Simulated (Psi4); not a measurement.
# BHLYP/def2-SVPD run of CH4Se (SMILES C[SeH])

Aim: the vertical ionisation energy of CH4Se at BHLYP/def2-SVPD, from 2 runs. 

The results are computed with Psi4 1.11.

1 further run of the same task is left out (set aside as unsound or not needed).

### Step 1. The molecule

CH4Se has 6 atoms, charge 0, and is taken as a singlet. SMILES: `C[SeH]`. The coordinates come from a PBE0-D4/def2-TZVP relaxation.

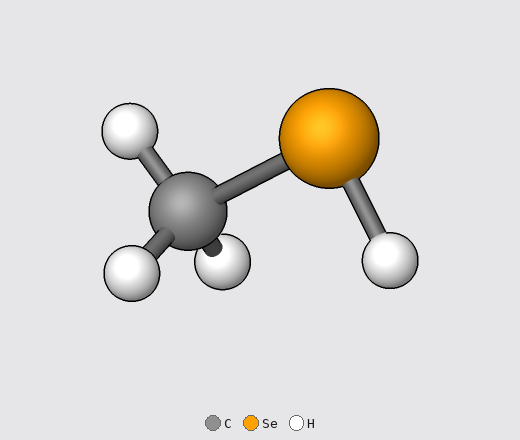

Viewed from a chosen angle; carbon grey, selenium orange, hydrogen white.

### Step 2. Energy and forces at BHLYP/def2-SVPD

File input.json:

```json
{
  "schema_name": "qcschema_input",
  "schema_version": 1,
  "molecule": {
    "schema_name": "qcschema_molecule",
    "schema_version": 2,
    "symbols": ["C", "Se", "H", "H", "H", "H"],
    "geometry": [-0.25397919, -0.66801819, -0.74417415, 1.61439303, 0.48528167, 2.21230237, -2.26370292, -0.78083483, -0.33032413, 0.4609042, -2.55113027, -1.16633896, 0.09694295, 0.56767373, -2.34836266, 0.34544194, 2.94721686, 2.37689752],
    "molecular_charge": 0,
    "molecular_multiplicity": 1,
    "fix_symmetry": "c1"
  },
  "driver": "gradient",
  "model": {
    "method": "bhhlyp",
    "basis": "def2-SVPD"
  },
  "keywords": {
    "puream": true,
    "e_convergence": 1e-09,
    "d_convergence": 1e-08,
    "scf_type": "pk",
    "dft_radial_points": 99,
    "dft_spherical_points": 590
  }
}
```

On the command line:

```bash
$ psi4 --qcschema input.json -n 1 --memory 1600MB
```

stdout:

```text
[...]
  Running in c1 symmetry.
[...]
  Nuclear repulsion =  100.472744672815082
[...]
  Multiplicity = 1
[...]
  Nalpha       = 22
  Nbeta        = 22
[...]
    Number of basis functions: 93
[...]
   @RKS iter   1: -2441.07861735918050   -2.31134e+00   1.92930e-02 ADIIS/DIIS
[...]
   @RKS iter  10: -2441.69625302105396   -4.54747e-11   9.19669e-09 DIIS
[...]
    Orbital Energies [Eh]
    ---------------------
    Doubly Occupied:
       1A   -456.495771     2A    -59.026671     3A    -52.923208
       4A    -52.922291     5A    -52.920382     6A    -10.623939
       7A     -8.228885     8A     -6.097841     9A     -6.094146
      10A     -6.086129    11A     -2.314591    12A     -2.313504
      13A     -2.305983    14A     -2.302707    15A     -2.301512
      16A     -0.857340    17A     -0.723474    18A     -0.508966
      19A     -0.499468    20A     -0.436372    21A     -0.378829
      22A     -0.276860
[...]
  @RKS Final Energy: -2441.69625302105396
   => Energetics <=
    Nuclear Repulsion Energy =            100.4727446728150824
    One-Electron Energy =               -3597.1312761430790488
    Two-Electron Energy =                1102.9771189718510414
    DFT Exchange-Correlation Energy =     -48.0148405226411725
    Empirical Dispersion Energy =           0.0000000000000000
    VV10 Nonlocal Energy =                  0.0000000000000000
    Total Energy =                      -2441.6962530210539626
[...]
 Multipole Moments:
 ------------------------------------------------------------------------------------
     Multipole            Electronic (a.u.)      Nuclear  (a.u.)        Total (a.u.)
 ------------------------------------------------------------------------------------
 L = 1.  Multiply by 2.5417464519 to convert [e a0] to [Debye]
 Dipole X            :          4.7637156           -5.1333373           -0.3696217
 Dipole Y            :          1.5180320           -1.5188120           -0.0007800
 Dipole Z            :          6.5857162           -7.0183588           -0.4326426
 Magnitude           :                                                    0.5690346
[...]
  -Total Gradient:
     Atom            X                  Y                   Z
    ------   -----------------  -----------------  -----------------
       1       -0.000711368950     0.000661274368    -0.000319465554
       2        0.001451990773    -0.003559980382    -0.000689078297
       3        0.000179620259     0.000106549745     0.000469654068
       4        0.000499515725     0.000006763479     0.000583594651
       5        0.000347078275     0.000217538469     0.000298308846
       6       -0.001767134109     0.002568048717    -0.000343229095
[...]
```

The result, in JSON:

```text
{
 "driver": "gradient",
 "model": {
  "method": "bhhlyp",
  "basis": "def2-SVPD"
 },
 "success": true,
 "return_result": [-0.0007113689496807962, 0.0006612743676814234, -0.00031946555443815305, 0.0014519907729206444, -0.0035599803818021497, -0.0006890782974745824, 0.0001796202592768137, 0.00010654974500945956, 0.0004696540681909736, 0.0004995157248070328, 6.7634791025839025e-06, 0.0005835946513950557, 0.00034707827532606816, 0.00021753846919687903, 0.00029830884616796616, -0.0017671341090790549, 0.0025680487174736533, -0.00034322909534315656],
 "properties": {
  "calcinfo_nbasis": 93,
  "calcinfo_nmo": 93,
  "calcinfo_nalpha": 22,
  "calcinfo_nbeta": 22,
  "calcinfo_natom": 6,
  "nuclear_repulsion_energy": 100.47274467281508,
  "return_energy": -2441.696253021054,
  "return_gradient": [-0.0007113689496807962, 0.0006612743676814234, -0.00031946555443815305, 0.0014519907729206444, -0.0035599803818021497, -0.0006890782974745824, 0.0001796202592768137, 0.00010654974500945956, 0.0004696540681909736, 0.0004995157248070328, 6.7634791025839025e-06, 0.0005835946513950557, 0.00034707827532606816, 0.00021753846919687903, 0.00029830884616796616, -0.0017671341090790549, 0.0025680487174736533, -0.00034322909534315656],
  "scf_one_electron_energy": -3597.131276143079,
  "scf_two_electron_energy": 1102.977118971851,
  "scf_xc_energy": -48.01484052264117,
  "scf_dipole_moment": [-0.36962169286210766, -0.0007799873548135494, -0.4326425725767926],
  "scf_total_energy": -2441.696253021054,
  "scf_total_gradient": [-0.0007113689496807962, 0.0006612743676814234, -0.00031946555443815305, 0.0014519907729206444, -0.0035599803818021497, -0.0006890782974745824, 0.0001796202592768137, 0.00010654974500945956, 0.0004696540681909736, 0.0004995157248070328, 6.7634791025839025e-06, 0.0005835946513950557, 0.00034707827532606816, 0.00021753846919687903, 0.00029830884616796616, -0.0017671341090790549, 0.0025680487174736533, -0.00034322909534315656],
  "scf_iterations": 10
 }
}
```

It took 24 s on 1 thread of Intel Xeon Platinum 8259CL at 2.50GHz (Skylake/Cascade Lake), shared host; peak memory 0.78 GiB.

### Step 3. The doublet cation, same level

File job.py:

```python
import psi4

psi4.set_memory('1600 MB')
psi4.set_num_threads(1)
psi4.set_output_file('psi4.out', False)

geom = psi4.geometry("""
1 2
C     -0.25397919    -0.66801819    -0.74417415
Se     1.61439303     0.48528167     2.21230237
H     -2.26370292    -0.78083483    -0.33032413
H      0.46090420    -2.55113027    -1.16633896
H      0.09694295     0.56767373    -2.34836266
H      0.34544194     2.94721686     2.37689752
units au
symmetry c1
""")

psi4.set_options({
    'basis': 'def2-SVPD',
    'reference': 'uks',
    'puream': True,
    'e_convergence': 1e-09,
    'd_convergence': 1e-08,
    'scf_type': 'pk',
    'dft_radial_points': 99,
    'dft_spherical_points': 590,
    'maxiter': 200,
})

result, w = psi4.gradient("bhhlyp", return_wfn=True)
psi4.oeprop(w, "QUADRUPOLE", "DIPOLE", "MULLIKEN_CHARGES")
print('gradient / Eh bohr^-1')
print(result.np.round(6))
print(f'energy = {w.energy():.10f} Eh')
for k, v in sorted(psi4.core.scalar_variables().items()):
    print(f'{k:45s} {v:18.10f}')
```

On the command line:

```bash
$ python job.py
```

psi4.out, shortened:

```text
[...]
  Running in c1 symmetry.
[...]
  Nuclear repulsion =  100.472744672815082
[...]
  Multiplicity = 2
[...]
  Nalpha       = 22
  Nbeta        = 21
[...]
    Number of basis functions: 93
[...]
   @UKS iter   1: -2440.91047189034316   -2.14320e+00   1.81117e-02 ADIIS/DIIS
[...]
   @UKS iter  12: -2441.36909412014256   -1.18234e-11   8.23308e-09 DIIS
[...]
   @S^2 Observed:                7.548651708E-01
[...]
  @UKS Final Energy: -2441.36909412014256
   => Energetics <=
    Nuclear Repulsion Energy =            100.4727446728150824
    One-Electron Energy =               -3583.7228165421151971
    Two-Electron Energy =                1089.7384684954274690
    DFT Exchange-Correlation Energy =     -47.8574907462697610
    Empirical Dispersion Energy =           0.0000000000000000
    VV10 Nonlocal Energy =                  0.0000000000000000
    Total Energy =                      -2441.3690941201421083
[...]
  -Total Gradient:
     Atom            X                  Y                   Z
    ------   -----------------  -----------------  -----------------
       1       -0.007198208960     0.010598662254    -0.001293021563
       2        0.006085231936     0.001564105774     0.008168316799
       3        0.003104584006    -0.003725472294    -0.004148490830
       4       -0.000801255719     0.000386666966    -0.000675708192
       5       -0.001289434880    -0.006216798549    -0.000424139946
       6        0.000098830093    -0.002607025484    -0.001627157073
[...]
 Multipole Moments:
 ------------------------------------------------------------------------------------
     Multipole            Electronic (a.u.)      Nuclear  (a.u.)        Total (a.u.)
 ------------------------------------------------------------------------------------
 L = 1.  Multiply by 2.5417464519 to convert [e a0] to [Debye]
[...]
  Mulliken Charges: (a.u.)
   Center  Symbol    Alpha    Beta     Spin     Total
       1     C     2.92821  3.01335 -0.08514  0.05843
       2    SE    17.32969 16.24134  1.08835  0.42897
       3     H     0.47207  0.44074  0.03132  0.08719
       4     H     0.46239  0.46583 -0.00344  0.07178
       5     H     0.47202  0.44063  0.03139  0.08735
       6     H     0.33561  0.39810 -0.06249  0.26628
   Total alpha = 22.00000, Total beta = 21.00000, Total charge =  1.00000
```

On the terminal:

```text
gradient / Eh bohr^-1
[[-7.1980e-03  1.0599e-02 -1.2930e-03]
 [ 6.0850e-03  1.5640e-03  8.1680e-03]
 [ 3.1050e-03 -3.7250e-03 -4.1480e-03]
 [-8.0100e-04  3.8700e-04 -6.7600e-04]
 [-1.2890e-03 -6.2170e-03 -4.2400e-04]
 [ 9.9000e-05 -2.6070e-03 -1.6270e-03]]
energy = -2441.3690941201 Eh
CURRENT ENERGY                                  -2441.3690941201
CURRENT REFERENCE ENERGY                        -2441.3690941201
DD SOLVATION ENERGY                                 0.0000000000
DFT FUNCTIONAL TOTAL ENERGY                     -2441.3690941201
DFT TOTAL ENERGY                                -2441.3690941201
DFT VV10 ENERGY                                     0.0000000000
DFT XC ENERGY                                     -47.8574907463
GRID ELECTRONS ALPHA                               22.0000003653
GRID ELECTRONS BETA                                21.0000004314
GRID ELECTRONS TOTAL                               43.0000007967
NUCLEAR REPULSION ENERGY                          100.4727446728
ONE-ELECTRON ENERGY                             -3583.7228165421
PCM POLARIZATION ENERGY                             0.0000000000
PE ENERGY                                           0.0000000000
SCF ITERATION ENERGY                            -2441.3690941201
SCF ITERATIONS                                     12.0000000000
SCF TOTAL ENERGY                                -2441.3690941201
TWO-ELECTRON ENERGY                              1089.7384684954
XC GRID RADIAL POINTS                              99.0000000000
XC GRID SPHERICAL POINTS                          590.0000000000
XC GRID TOTAL POINTS                           336893.0000000000
```

Wall time 45 s (1 thread of Intel Xeon Platinum 8259CL at 2.50GHz (Skylake/Cascade Lake), shared host); peak memory 0.78 GiB.

### Step 4. Outcome

At BHLYP/def2-SVPD:

| quantity | value |
| --- | --- |
| singlet CH4Se: total energy | -2441.69625 Eh |
| singlet CH4Se: dipole moment | 1.45 D |
| singlet CH4Se: HOMO energy | -7.53 eV |
| singlet CH4Se: LUMO energy | 0.49 eV |
| singlet CH4Se: HOMO–LUMO gap | 8.03 eV |
| singlet CH4Se: largest force on an atom | 0.201 eV/Å |
| doublet cation: total energy | -2441.36909 Eh |
| doublet cation: HOMO energy (highest over α and β) | -16.57 eV |
| doublet cation: LUMO energy (lowest over α and β) | -10.33 eV |
| doublet cation: ⟨S²⟩ | 0.755 |
| doublet cation: largest force on an atom | 0.662 eV/Å |
| vertical ionisation energy (to the doublet cation) | 8.902 eV |

Removing an electron at fixed nuclei costs 8.90 eV (859 kJ/mol). −ε(HOMO) before ionisation, 7.53 eV, is 1.37 eV below this ionisation energy. Mulliken charges (doublet cation) run from +0.06 on C1 to +0.43 on Se2; in a basis this large or diffuse they mean little.
